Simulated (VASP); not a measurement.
# Adsorption sites of N on Ta(100), part 2 of 6

Which site of Ta(100) does N prefer, and what does it do to the work function?

VASP 6.6.1, plane waves and PAW; the level of theory is named at each step.

So far. Step 3 (The bulk reference, job self-consistent run, k-mesh …): The run ends at a pressure of -0.16 GPa.

### Step 4. Relaxing the slab

Level of this step: PBE; plane waves and PAW (Ta) (VASP).

System of this step: Ta(100). The cell holds 16 atoms: 16 Ta. Cell: a = 6.620 Å, b = 6.620 Å, c = 19.965 Å, α = 90.0°, β = 90.0°, γ = 90.0°. It derives from Ta. 4 layers of bcc Ta, cut at this functional's lattice. Vacuum lies along c.

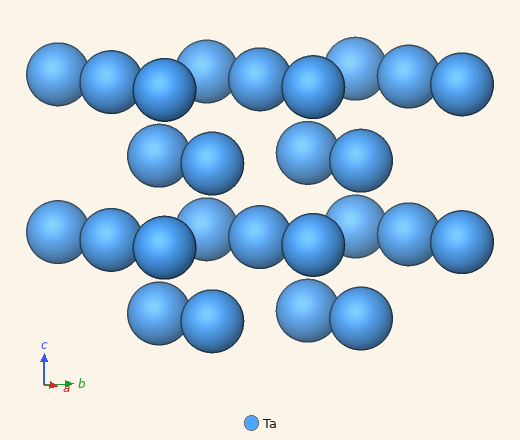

The cell of this step (tantalum blue). Some periodic images of atoms are drawn too.

The free atoms relax, while those held by selective dynamics keep their cut positions.

INCAR reads:

```
SYSTEM = Ta
PREC = Normal
ENCUT = 440
EDIFF = 1E-05
NELM = 120
ISMEAR = 1
SIGMA = 0.15
LREAL = Auto
ALGO = Fast
GGA = PE
NBANDS = 56
LASPH = .TRUE.
LORBIT = 11
LWAVE = .FALSE.
LCHARG = .FALSE.
KPAR = 2
NCORE = 2
IBRION = 2
NSW = 40
ISIF = 2
EDIFFG = -0.03
POTIM = 0.4
MAXMIX = 40
IDIPOL = 3
LDIPOL = .TRUE.
DIPOL = 0.5 0.5 0.5
```

POSCAR reads:

```
Ta
1.0
    6.6200000000      0.0000000000      0.0000000000
    0.0000000000      6.6200000000      0.0000000000
    0.0000000000      0.0000000000     19.9650000000
Ta
16
Selective dynamics
Direct
    0.2500000000      0.2500000000      0.3756574000  F F F
    0.7500000000      0.2500000000      0.3756574000  F F F
    0.2500000000      0.7500000000      0.3756574000  F F F
    0.7500000000      0.7500000000      0.3756574000  F F F
    0.0000000000      0.0000000000      0.4585524700  F F F
    0.5000000000      0.0000000000      0.4585524700  F F F
    0.0000000000      0.5000000000      0.4585524700  F F F
    0.5000000000      0.5000000000      0.4585524700  F F F
    0.2500000000      0.2500000000      0.5414475300  T T T
    0.7500000000      0.2500000000      0.5414475300  T T T
    0.2500000000      0.7500000000      0.5414475300  T T T
    0.7500000000      0.7500000000      0.5414475300  T T T
    0.0000000000      0.0000000000      0.6243426000  T T T
    0.5000000000      0.0000000000      0.6243426000  T T T
    0.0000000000      0.5000000000      0.6243426000  T T T
    0.5000000000      0.5000000000      0.6243426000  T T T
```

KPOINTS reads:

```
Automatic mesh
0
Gamma
4 4 1
0 0 0
```

Potentials, in the order of the species: Ta (PBE family, release 64).

Launch:

```sh
mpirun -np 4 vasp_std
```

Output:

```text
[banner, memory and clock lines left out]
running    4 mpi-ranks, on    1 nodes
 distrk:  each k-point on    2 cores,    2 groups
 distr:  one band on    2 cores,    1 groups

 POSCAR found type information on POSCAR Ta
 POSCAR found :  1 types and      16 ions
 LDA part: xc-table for (Slater+PW92), standard interpolation
 POSCAR, INCAR and KPOINTS ok, starting setup
 FFT: planning ... GRIDC
 FFT: planning ... GRID_SOFT
 FFT: planning ... GRID
 WAVECAR not read
 entering main loop
       N       E                     dE             d eps       ncg     rms          rms(c)
DAV:   1     0.286685718438E+03    0.28669E+03   -0.23800E+04   672   0.934E+02
DAV:   2    -0.131873650429E+03   -0.41856E+03   -0.38752E+03  1008   0.165E+02
DAV:   3    -0.191680856282E+03   -0.59807E+02   -0.57169E+02   856   0.648E+01
DAV:   4    -0.196763047674E+03   -0.50822E+01   -0.49173E+01  1128   0.171E+01
DAV:   5    -0.196936692595E+03   -0.17364E+00   -0.17078E+00  1096   0.324E+00    0.477E+01
RMM:   6    -0.187513145360E+03    0.94235E+01   -0.19569E+02   820   0.245E+01    0.229E+01
RMM:   7    -0.180823404372E+03    0.66897E+01   -0.80719E+01   717   0.201E+01    0.163E+01
RMM:   8    -0.174841476809E+03    0.59819E+01   -0.10747E+01   693   0.985E+00    0.452E+00
RMM:   9    -0.174394927687E+03    0.44655E+00   -0.65537E+00   838   0.515E+00    0.316E+00
RMM:  10    -0.174117649217E+03    0.27728E+00   -0.36956E+00   934   0.320E+00    0.162E+00
RMM:  11    -0.174074863452E+03    0.42786E-01   -0.35485E-01   859   0.140E+00    0.101E+00
RMM:  12    -0.174065245132E+03    0.96183E-02   -0.12438E-01   832   0.775E-01    0.365E-01
RMM:  13    -0.174065086893E+03    0.15824E-03   -0.51256E-02   919   0.450E-01    0.157E-01
RMM:  14    -0.174067940661E+03   -0.28538E-02   -0.25848E-02   951   0.271E-01    0.147E-01
RMM:  15    -0.174067492361E+03    0.44830E-03   -0.35502E-03   825   0.139E-01    0.543E-02
RMM:  16    -0.174067872516E+03   -0.38015E-03   -0.45817E-03   935   0.118E-01    0.627E-02
RMM:  17    -0.174068025270E+03   -0.15275E-03   -0.94143E-04   993   0.567E-02    0.632E-02
RMM:  18    -0.174067857231E+03    0.16804E-03   -0.65060E-04   834   0.462E-02    0.134E-02
RMM:  19    -0.174067921320E+03   -0.64089E-04   -0.29810E-04   922   0.320E-02    0.110E-02
RMM:  20    -0.174067943487E+03   -0.22168E-04   -0.35401E-05   525   0.137E-02    0.830E-03
RMM:  21    -0.174067943525E+03   -0.37968E-07   -0.87518E-06   436   0.832E-03
   1 F= -.17406794E+03 E0= -.17406803E+03  d E =-.174068E+03
 curvature:   0.00 expect dE= 0.000E+00 dE for cont linesearch  0.000E+00
 trial: gam= 0.00000 g(F)=  0.247E+00 g(S)=  0.000E+00 ort = 0.000E+00 (trialstep = 0.100E+01)
 search vector abs. value=  0.247E+00
 bond charge predicted
       N       E                     dE             d eps       ncg     rms          rms(c)
DAV:   1    -0.174274655408E+03   -0.20671E+00   -0.18042E+01   736   0.135E+01    0.147E+00
RMM:   2    -0.174272298647E+03    0.23568E-02   -0.26317E-01   737   0.142E+00    0.770E-01
RMM:   3    -0.174275855153E+03   -0.35565E-02   -0.23658E-01   842   0.105E+00    0.596E-01
RMM:   4    -0.174269899553E+03    0.59556E-02   -0.29447E-02   794   0.451E-01    0.344E-01
RMM:   5    -0.174269136643E+03    0.76291E-03   -0.22050E-02   885   0.287E-01    0.141E-01
RMM:   6    -0.174269314390E+03   -0.17775E-03   -0.42334E-03   934   0.136E-01    0.917E-02
RMM:   7    -0.174269225613E+03    0.88778E-04   -0.23544E-03   948   0.809E-02    0.388E-02
RMM:   8    -0.174269338786E+03   -0.11317E-03   -0.11053E-03   940   0.586E-02    0.266E-02
RMM:   9    -0.174269355634E+03   -0.16848E-04   -0.11838E-04   738   0.281E-02    0.119E-02
RMM:  10    -0.174269401172E+03   -0.45538E-04   -0.90780E-05   704   0.181E-02    0.551E-03
RMM:  11    -0.174269420039E+03   -0.18867E-04   -0.21871E-05   426   0.110E-02    0.667E-03
RMM:  12    -0.174269430321E+03   -0.10282E-04   -0.75659E-06   408   0.758E-03    0.345E-03
RMM:  13    -0.174269440271E+03   -0.99498E-05   -0.53122E-06   367   0.529E-03
   2 F= -.17426944E+03 E0= -.17426948E+03  d E =-.201497E+00
[...]
3 F= -.17440091E+03 E0= -.17440507E+03  d E =-.332966E+00
[...]
4 F= -.17440116E+03 E0= -.17440517E+03  d E =-.333219E+00
[...]
5 F= -.17443862E+03 E0= -.17444286E+03  d E =-.374614E-01
[...]
6 F= -.17449932E+03 E0= -.17450369E+03  d E =-.981592E-01
[...]
7 F= -.17450139E+03 E0= -.17450594E+03  d E =-.100227E+00
[...]
8 F= -.17450145E+03 E0= -.17450595E+03  d E =-.100288E+00
 curvature:  -2.98 expect dE=-0.882E-02 dE for cont linesearch -0.302E-05
 trial: gam=-0.00717 g(F)=  0.296E-02 g(S)=  0.000E+00 ort = 0.188E-03 (trialstep = 0.229E+01)
 search vector abs. value=  0.296E-02
 bond charge predicted
       N       E                     dE             d eps       ncg     rms          rms(c)
DAV:   1    -0.174505568256E+03   -0.41249E-02   -0.11269E+00   672   0.340E+00    0.414E-01
RMM:   2    -0.174503901822E+03    0.16664E-02   -0.18670E-02   769   0.370E-01    0.124E-01
RMM:   3    -0.174503776609E+03    0.12521E-03   -0.80988E-03   884   0.181E-01    0.558E-02
RMM:   4    -0.174503995997E+03   -0.21939E-03   -0.14253E-03   927   0.817E-02    0.329E-02
RMM:   5    -0.174504013917E+03   -0.17920E-04   -0.30946E-04   820   0.308E-02    0.244E-02
RMM:   6    -0.174504002560E+03    0.11357E-04   -0.12655E-04   740   0.217E-02    0.128E-02
RMM:   7    -0.174503999875E+03    0.26849E-05   -0.36146E-05   466   0.132E-02
   9 F= -.17450400E+03 E0= -.17450886E+03  d E =-.254889E-02
 trial-energy change:   -0.002549  1 .order   -0.002550   -0.006791    0.001692
 step:   1.8352(harm=  1.8352)  dis= 0.00607  next Energy=  -174.504170 (dE=-0.272E-02)
 reached required accuracy - stopping structural energy minimisation
```

The job ended after 5.3 min (4 MPI ranks of AMD EPYC 7R43, shared host; peak memory 1.3 GiB).

From OUTCAR (step 4):

```text
  LATTYP: Found a simple tetragonal cell.
 ALAT       =     6.6200000000
 C/A-ratio  =     3.0158610272

 Subroutine GETGRP returns: Found 16 space group operations
 (whereof  8 operations were pure point group operations)

The static configuration has the point symmetry C_4v.
 The point group associated with its full space group is D_4h.

 Found      6 irreducible k-points:

   k-points           NKPTS =      6   k-points in BZ     NKDIM =      6   number of bands    NBANDS=     56

   dimension x,y,z NGX =    36 NGY =   36 NGZ =  108
   dimension x,y,z NGXF=    72 NGYF=   72 NGZF=  216

   ENCUT  =  440.0 eV  32.34 Ry    5.69 a.u.  11.32 11.32 34.15*2*pi/ulx,y,z

   NELECT =      80.0000    total number of electrons

 dipolmoment           0.000000      0.000000     -0.050379 electrons x Angstroem

 E-fermi :  -0.3793

 k-point     1 :       0.0000    0.0000    0.0000
  band No.  band energies     occupation
    ...
     35      -0.5219      2.03843
     36      -0.5100      2.01214
     37      -0.5100      2.01214
     38      -0.4226      1.46682
     39      -0.3899      1.11935
     40      -0.3112      0.31234
     41      -0.3112      0.31234
     42      -0.2483     -0.01309
     43      -0.2483     -0.01309
     44      -0.0652     -0.01166
    ...

 k-point     2 :       0.2500    0.0000    0.0000
  band No.  band energies     occupation
    ...
     36      -0.6805      2.01559
     37      -0.6387      2.03460
     38      -0.5551      2.06999
     39      -0.4073      1.30945
     40      -0.3788      0.99428
     41      -0.3308      0.48338
     42      -0.2427     -0.02646
     43      -0.0749     -0.01453
     44       0.0190     -0.00113
     45       0.0688     -0.00020
    ...

  Total      -19.3324010    -19.3324010     -5.8136142      0.0000000      0.0000000     -0.0000000
  in kB      -35.4006376    -35.4006376    -10.6456332      0.0000000      0.0000000     -0.0000000
  external PRESSURE =     -27.1489695 kB  Pullay stress =       0.0000000 kB

  energy-cutoff  :      440.00
  volume of cell :      874.95
      direct lattice vectors                 reciprocal lattice vectors
     6.620000000  0.000000000  0.000000000     0.151057402  0.000000000  0.000000000
     0.000000000  6.620000000  0.000000000     0.000000000  0.151057402  0.000000000
     0.000000000  0.000000000 19.965000000     0.000000000  0.000000000  0.050087653

 POSITION                                       TOTAL-FORCE (eV/Angst)
 -----------------------------------------------------------------------------------
      1.65500      1.65500      7.50000        -0.000000     -0.000000      0.859737
      4.96500      1.65500      7.50000        -0.000000      0.000000      0.859737
      1.65500      4.96500      7.50000        -0.000000     -0.000000      0.859737
      4.96500      4.96500      7.50000        -0.000000     -0.000000      0.859737
      0.00000      0.00000      9.15500         0.000000      0.000000     -0.867682
      3.31000      0.00000      9.15500        -0.000000      0.000000     -0.867682
      0.00000      3.31000      9.15500        -0.000000     -0.000000     -0.867682
      3.31000      3.31000      9.15500        -0.000000      0.000000     -0.867682
      1.65500      1.65500     10.79976         0.000000     -0.000000      0.028069
      4.96500      1.65500     10.79976         0.000000      0.000000      0.028069
      1.65500      4.96500     10.79976         0.000000      0.000000      0.028069
      4.96500      4.96500     10.79976         0.000000      0.000000      0.028069
      0.00000      0.00000     12.27539        -0.000000      0.000000     -0.020123
      3.31000      0.00000     12.27539        -0.000000      0.000000     -0.020123
      0.00000      3.31000     12.27539        -0.000000      0.000000     -0.020123
      3.31000      3.31000     12.27539        -0.000000      0.000000     -0.020123
 -----------------------------------------------------------------------------------
    total drift:                                0.000000      0.000000      0.002640

  FREE ENERGIE OF THE ION-ELECTRON SYSTEM (eV)
  ---------------------------------------------------
  free  energy   TOTEN  =      -174.5039998747 eV

  energy  without entropy=     -174.5185811111  energy(sigma->0) =     -174.50886029

 vacuum level on the upper side and lower side of the slab         3.394         3.603

 total charge
# of ion       s       p       d       tot
------------------------------------------
    1        0.691   0.460   2.975   4.126
    2        0.691   0.460   2.975   4.126
    3        0.691   0.460   2.975   4.126
    4        0.691   0.460   2.975   4.126
    5        0.710   0.751   3.271   4.732
    6        0.710   0.751   3.271   4.732
    7        0.710   0.751   3.271   4.732
    8        0.710   0.751   3.271   4.732
    9        0.728   0.742   3.439   4.909
   10        0.728   0.742   3.439   4.909
   11        0.728   0.742   3.439   4.909
   12        0.728   0.742   3.439   4.909
   13        0.729   0.497   3.110   4.335
   14        0.729   0.497   3.110   4.335
   15        0.729   0.497   3.110   4.335
   16        0.729   0.497   3.110   4.335
--------------------------------------------------
tot         11.431   9.800  51.177  72.408

[... 1 part as in an earlier step ...]

[... 7 further parts left out ...]
```

The run keeps the 8 symmetry operations of its start, so it cannot find a distortion of lower symmetry.

Relaxation path:

| step | energy less that of the first step (eV) | largest force (eV/Å) |
| --- | --- | --- |
| 1 | 0.0000 | 1.0663 |
| 2 | -0.2015 | 0.7735 |
| 3 | -0.3330 | 0.4114 |
| 4 | -0.3332 | 0.3729 |
| 5 | -0.3707 | 0.3246 |
| 6 | -0.4314 | 0.1563 |
| 7 | -0.4334 | 0.1020 |
| 8 | -0.4335 | 0.1109 |
| 9 | -0.4361 | 0.0281 |

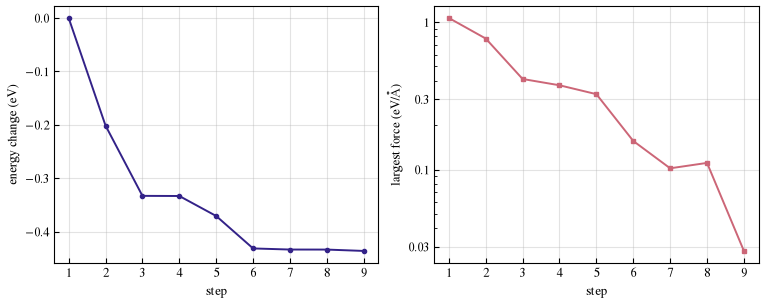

Energy and largest force along the relaxation.

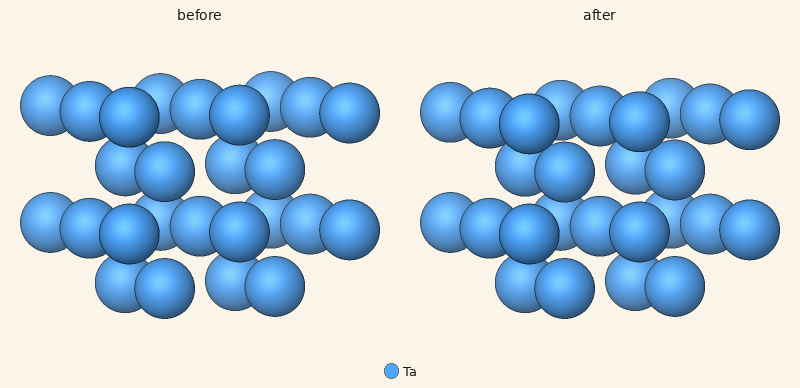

Before and after, at one scale.

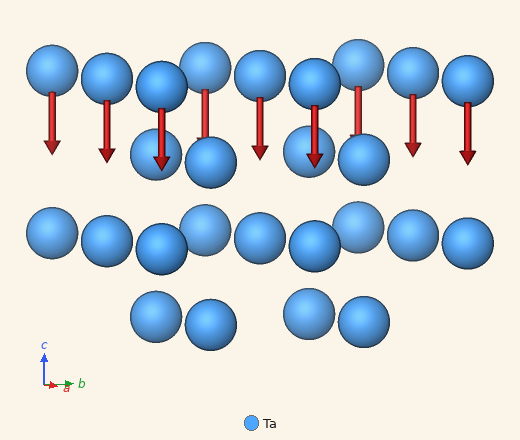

Displacements in the relaxation, exaggerated; the longest in the cell stands for 0.19 Å. Some periodic images of atoms are drawn too.

The atoms that moved most (Å):

| atom | dx | dy | dz | length |
| --- | --- | --- | --- | --- |
| Ta13 | 0.000 | 0.000 | -0.190 | 0.190 |
| Ta14 | 0.000 | 0.000 | -0.190 | 0.190 |
| Ta15 | 0.000 | 0.000 | -0.190 | 0.190 |
| Ta16 | 0.000 | 0.000 | -0.190 | 0.190 |
| Ta9 | 0.000 | 0.000 | -0.010 | 0.010 |
| Ta10 | 0.000 | 0.000 | -0.010 | 0.010 |
| Ta11 | 0.000 | 0.000 | -0.010 | 0.010 |
| Ta12 | 0.000 | 0.000 | -0.010 | 0.010 |

Final coordinates:

```cif
data_structure
_symmetry_space_group_name_H-M 'P 1'
_symmetry_Int_Tables_number 1
_cell_length_a 6.6200
_cell_length_b 6.6200
_cell_length_c 19.9650
_cell_angle_alpha 90.000
_cell_angle_beta 90.000
_cell_angle_gamma 90.000
_cell_volume 874.95
loop_
_atom_site_label
_atom_site_type_symbol
_atom_site_fract_x
_atom_site_fract_y
_atom_site_fract_z
_atom_site_occupancy
Ta1 Ta 0.25000 0.25000 0.37566 1
Ta2 Ta 0.75000 0.25000 0.37566 1
Ta3 Ta 0.25000 0.75000 0.37566 1
Ta4 Ta 0.75000 0.75000 0.37566 1
Ta5 Ta 0.00000 0.00000 0.45855 1
Ta6 Ta 0.50000 0.00000 0.45855 1
Ta7 Ta 0.00000 0.50000 0.45855 1
Ta8 Ta 0.50000 0.50000 0.45855 1
Ta9 Ta 0.25000 0.25000 0.54093 1
Ta10 Ta 0.75000 0.25000 0.54093 1
Ta11 Ta 0.25000 0.75000 0.54093 1
Ta12 Ta 0.75000 0.75000 0.54093 1
Ta13 Ta 0.00000 0.00000 0.61485 1
Ta14 Ta 0.50000 0.00000 0.61485 1
Ta15 Ta 0.00000 0.50000 0.61485 1
Ta16 Ta 0.50000 0.50000 0.61485 1
```

This step gave:

```yaml
electronic_cycles: 86
electrons: 80
free_energy_toten: -174.5040 eV
energy_at_zero_smearing: -174.5089 eV
fermi_energy: -0.3793 eV
dipole_moment: 0, 0, -0.05038 e·Å
```

The run ended after 9 ionic steps, 0.436 eV below its first step, once the forces on the free atoms met EDIFFG = -0.03.

VASP counts the dipole in electrons times Å, so a positive number points the physical dipole along −c.

(Part 2 of 6 ends here.)

[Lines on the potential files, build, host, timing and source positions are cut from VASP's logs without a mark.]

[Logs are printed without paths, hosts, clocks, repeated set-up lines and the standing remarks that a program may print on its own settings, such as how far it seeks lower states.]

[Hosts, paths, dates, database ids (printed as entryN), source tags and the programs' standing remarks are cut or masked in the printed files.]

[Runs that stopped without an error message from VASP are left out.]
